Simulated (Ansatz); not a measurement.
# B2 (SMILES B#B) at UCCSD/3-21G

Aim: the vertical electron affinity of B2 at UCCSD/3-21G, from 2 runs. 

The results are computed with Ansatz 0.2.0.

45 further runs of the same task are left out: 2 that didn't finish, 43 set aside as unsound or not needed.

### Step 1. The system as given

B2 has 2 atoms, charge 0, and is taken as a triplet. SMILES: `B#B`. The coordinates come from a GFN2-xTB relaxation.

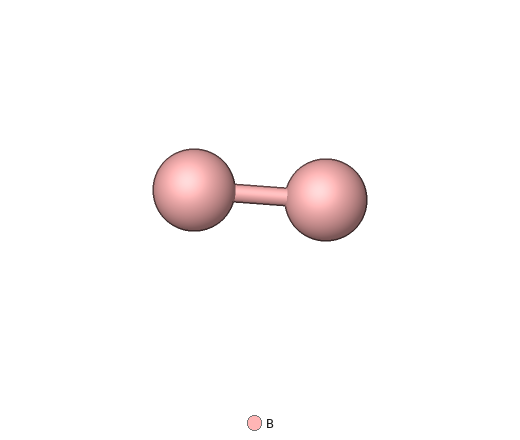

Viewed from a chosen angle; boron pink.

### Step 2. The energy at UCCSD/3-21G

The input, run.yaml:

```yaml
crystal:
  periodic: [false, false, false]
  atoms:
    - symbol: B
      position_ang: [0.000000, 0.000000, 0.000000]
    - symbol: B
      position_ang: [0.000000, 0.000000, 1.405120]
basis:
  gaussian: {orbitals: 3-21G.json}
magnetization: {spin_polarized: true, initial_magnetization: 2}
correlation: {method: ccsd, frozen_orbitals: {B: 1}}
accuracy: high
scf: {omitted_lower_state_checks: [cluster_reference, increment]}
```

The basis set 3-21G is read from a file made from the Basis Set Exchange's data (not shown).

The run is started by

```console
$ ansatz run run.yaml --threads 1 --pin off --max-ram 2610MiB --events-out events.jsonl --progress --plain --runs-dir runs
```

Log:

```text
Warning: RAYON_NUM_THREADS=1 ignored (pool sized by the plan → 1); use --threads N
[... 19 lines left out ...]
2 core orbitals not correlated: weight in the atoms' cores, before any rotation towards them, 1.000 or more for the frozen orbitals, at most 0.000 for the correlated occupied ones
[... 42 lines left out ...]
Total energy: -1331.20995526 eV, -48.9210635293 hartree
Checks for a lower state left out: cluster_reference, increment
```

It took 0.81 s on 1 thread of Arm Neoverse N1, shared host.

### Step 3. The doublet anion, same level

The input, run.yaml:

```yaml
crystal:
  periodic: [false, false, false]
  atoms:
    - {symbol: B, position_ang: [0.000000, 0.000000, 0.000000]}
    - {symbol: B, position_ang: [0.000000, 0.000000, 1.405120]}
basis:
  gaussian:
    orbitals: 3-21G.json
total_charge: -1
magnetization:
  spin_polarized: true
  initial_magnetization: 1
correlation:
  method: ccsd
  frozen_orbitals: {B: 1}
accuracy: high
scf:
  omitted_lower_state_checks: [cluster_reference, increment]
```

The basis set 3-21G is read from a file made from the Basis Set Exchange's data (not shown).

The run is started by

```console
$ ansatz run run.yaml --threads 1 --pin off --max-ram 2610MiB --events-out events.jsonl --progress --plain --runs-dir runs
```

Log:

```text
Warning: RAYON_NUM_THREADS=1 ignored (pool sized by the plan → 1); use --threads N
[... 21 lines left out ...]
2 core orbitals not correlated: weight in the atoms' cores, before any rotation towards them, 1.000 or more for the frozen orbitals, at most 0.000 for the correlated occupied ones
[... 41 lines left out ...]
Total energy: -1331.60242414 eV, -48.9354864948 hartree
Checks for a lower state left out: cluster_reference, increment
```

Run time: 1 s. Hardware: 1 thread of Arm Neoverse N1, shared host.

### Step 4. Results

At UCCSD/3-21G, 2 core orbitals frozen:

| quantity | value |
| --- | --- |
| triplet B2: total energy | -48.92106 Eh |
| triplet B2: correlation energy (2 core orbitals frozen) | -77.2 mEh |
| triplet B2: ⟨S²⟩ of the reference determinant | 2.939 |
| triplet B2: T1 diagnostic | 0.035 |
| doublet anion: total energy | -48.93549 Eh |
| doublet anion: correlation energy (2 core orbitals frozen) | -93.7 mEh |
| doublet anion: ⟨S²⟩ of the reference determinant | 1.943 |
| doublet anion: T1 diagnostic | 0.082 |
| vertical electron affinity (to the doublet anion) | 0.392 eV |

**Reading.** At fixed nuclei the extra electron is bound by 0.39 eV (9.1 kcal/mol). The basis has no diffuse functions, so the error can be as large as this value. ⟨S²⟩ (triplet B2) is 2.94 where a pure triplet has 2.00: the reference is spin-contaminated. ⟨S²⟩ (doublet anion) is 1.94 where a pure doublet has 0.75: the reference is spin-contaminated. The T1 diagnostic (doublet anion) of 0.082 is above the customary mark for such species, so a single reference may not serve.
